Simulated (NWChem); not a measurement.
# [NO2]+ (SMILES O=[N+]=O): M06-2X/jorge-DZP

What is the vertical ionisation energy of [NO2]+ at M06-2X/jorge-DZP? 

The calculation is run with NWChem 7.3.0.

1 further run of the same task is left out (set aside as unsound or not needed).

### 1 The system as given

[NO2]+ has 3 atoms, charge +1, and is taken as a singlet. SMILES: `O=[N+]=O`. The coordinates come from a PBE0-D4/def2-TZVP relaxation.

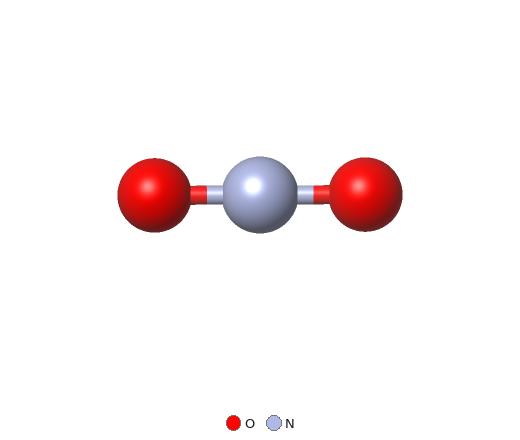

The structure, seen from a chosen angle (oxygen red, nitrogen light blue).

### 2 A single-point energy at M06-2X/jorge-DZP

File run.xyz:

```xyz
3
nitryl ion
O     -0.572980     0.927020    -0.209580
N     -0.000010    -0.000010     0.000000
O      0.572990    -0.927010     0.209580
```

File run.nw:

```
start run
title "nitryl ion"
memory total 2200 mb
charge 1

geometry units angstrom noautosym nocenter noautoz
  load format xyz run.xyz
end

basis spherical bse
  O library jorge-DZP
  N library jorge-DZP
end

dft
  xc m06-2x
  grid fine
  convergence energy 1e-08
  maxiter 100
  mulliken
  noprint "final vectors analysis"
end

task dft energy
```

Launch:

```
$ nwchem run.nw > run.out
```

The log of the run:

```text
[...]
          Wavefunction type:  closed shell.
          No. of atoms     :     3
          No. of electrons :    22
[...]
          Charge           :     1
          Spin multiplicity:     1
[...]
          AO basis - number of functions:    45
[...]
              XC Information
              --------------
                       M06-2X Method XC Functional
                     Hartree-Fock (Exact) Exchange  0.540
                        M06-2X Exchange Functional  1.000
                      M06-2X Correlation Potential  1.000
[...]
 d= 0,ls=0.0,diis     1   -204.5447091503 -2.73D+02  2.52D-02  1.56D+00     0.2
[...]
 d= 0,ls=0.0,diis     9   -204.6694164936 -1.78D-10  1.25D-07  6.26D-11     1.5
         Total DFT energy =     -204.669416493605
      One electron energy =     -406.400683143777
           Coulomb energy =      156.580067515872
    Exchange-Corr. energy =      -23.512968010392
 Nuclear repulsion energy =       68.664167144692
[...]
      Total Density - Mulliken Population Analysis
     ---------------------------------------------
    Atom       Charge   Shell Charges
 -----------   ------   -------------------------------------------------------
    1 O    8     7.84   0.95  1.03  0.91  0.96  3.25  0.70  0.04
    2 N    7     6.31   0.95  1.03  0.87  0.25  2.74  0.31  0.16
    3 O    8     7.84   0.95  1.03  0.91  0.96  3.25  0.70  0.04
[...]
```

It took 2.1 s on 1 thread of Intel Xeon 6975P-C (Granite Rapids), shared host; peak memory 0.11 GiB.

### 3 Doublet [NO2]2+ at the same level

File struct.nw:

```
start struct
title "nitryl ion"
memory stack 880 mb heap 220 mb global 1100 mb
charge 2
geometry units au noautosym nocenter noautoz
   O   -1.08277527   1.75181391  -0.39604880
   N   -0.00001890  -0.00001890   0.00000000
   O    1.08279417  -1.75179501   0.39604880
end
basis spherical bse
   * library jorge-DZP
end
dft
   xc m06-2x
   mult 2
   grid fine
   convergence energy 1e-08
   iterations 100
   mulliken
   print low
end
task dft energy
```

Launch:

```
$ nwchem struct.nw > struct.out
```

The log of the run:

```text
[...]
 d= 0,ls=0.0,diis     1   -203.6729433570 -2.72D+02  9.71D-03  3.19D-01     0.3
[...]
 d= 0,ls=0.0,diis    11   -203.7591017850 -1.22D-09  5.27D-07  6.86D-10     2.8
[...]
         Total DFT energy =     -203.759101784959
      One electron energy =     -396.838438496988
           Coulomb energy =      147.474154449579
    Exchange-Corr. energy =      -23.058980099379
 Nuclear repulsion energy =       68.664162361828
[...]
      Total Density - Mulliken Population Analysis
     ---------------------------------------------
    Atom       Charge   Shell Charges
 -----------   ------   -------------------------------------------------------
    1 O    8     7.43   0.95  1.02  0.98  0.96  3.04  0.43  0.04
    2 N    7     6.14   0.94  1.03  0.88  0.21  2.75  0.19  0.13
    3 O    8     7.43   0.95  1.02  0.98  0.96  3.04  0.43  0.04
[...]
      <S2> =      0.7957 (Exact =     0.7500)
[...]
```

Wall time 3.6 s (1 thread of Intel Xeon 6975P-C (Granite Rapids), shared host); peak memory 0.11 GiB.

### 4 Summary of results

At M06-2X/jorge-DZP:

| quantity | value |
| --- | --- |
| singlet [NO2]+: total energy | -204.66942 Eh |
| doublet [NO2]2+: total energy | -203.75910 Eh |
| doublet [NO2]2+: ⟨S²⟩ | 0.796 |
| vertical ionisation energy (to the doublet dication) | 24.771 eV |

What this shows: The vertical ionisation energy comes to 24.77 eV (571 kcal/mol). Mulliken charges (singlet [NO2]+) run from +0.16 on O1 to +0.69 on N2; they depend strongly on the basis. Mulliken charges (doublet [NO2]2+) run from +0.57 on O1 to +0.86 on N2.
